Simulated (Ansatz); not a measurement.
**Fields on a plane of HfC (rock salt)**

```
CELL_PARAMETERS angstrom
      0.00000     2.30362     2.30362
      2.30362     0.00000     2.30362
      2.30362     2.30362     0.00000
ATOMIC_POSITIONS crystal
  C  0.00000 0.00000 0.00000
  Hf 0.50000 0.50000 0.50000
```

The slice is a {100} plane (indices of the conventional cell) through the point (0.000, 0.000, 0.000) (fractional), spanned by u = [100] and v = [0 1 -1] in vectors of this cell: u (3.26 Å) and v (3.26 Å, at 90° to u). It covers one period; positions are fractions (u, v).

Atoms on it: C at (0.00, 0.00); Hf at (0.50, 0.50).

The numbers are results of PBEsol (plane waves to 420 eV, PAW, scalar-relativistic; Ansatz, an electronic-structure program), not measurements. k mesh 17×17×17. Near the nuclei the fields are pseudised (PAW); where an atom keeps semicore shells as valence, they peak there. HfC is run without spin polarisation. HfC was relaxed with its symmetry unable to fall. Spin-orbit coupling is left out, though Hf is heavy.

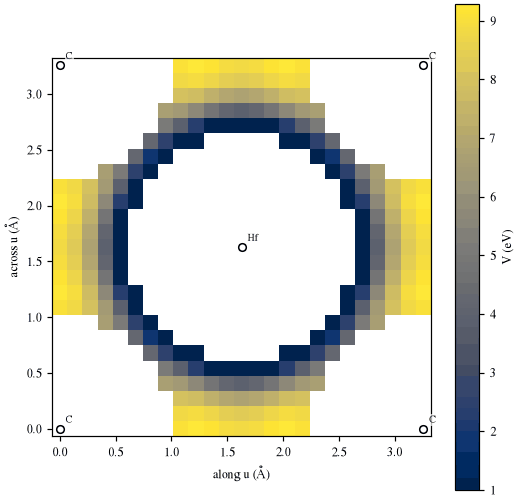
Fig. 1. Electrostatic potential energy of an electron, from the cell's mean, in eV, one period of the plane, atoms marked. Points within 1 Å of a nucleus are left white, as the pseudised field means little there. Values under 1 eV are set to 1. The zero, the cell's mean, hangs on the PAW cores.

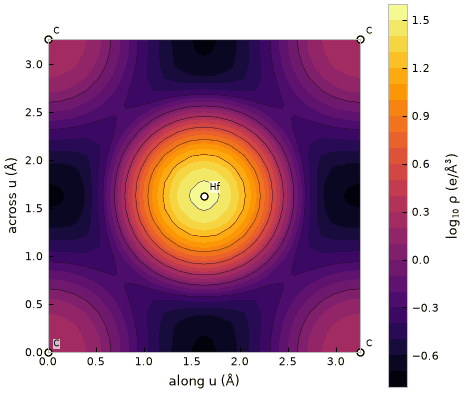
*Log₁₀ of the valence density in e/Å³, one period of the plane, atoms marked. The scale is logarithmic, as a density can span decades between atoms and voids.*

The density on the C–Hf line (2.30 Å) at its density minimum, 1.1 Å from C is 0.50 e/Å³ and the ELF at that point comes out as 0.3.
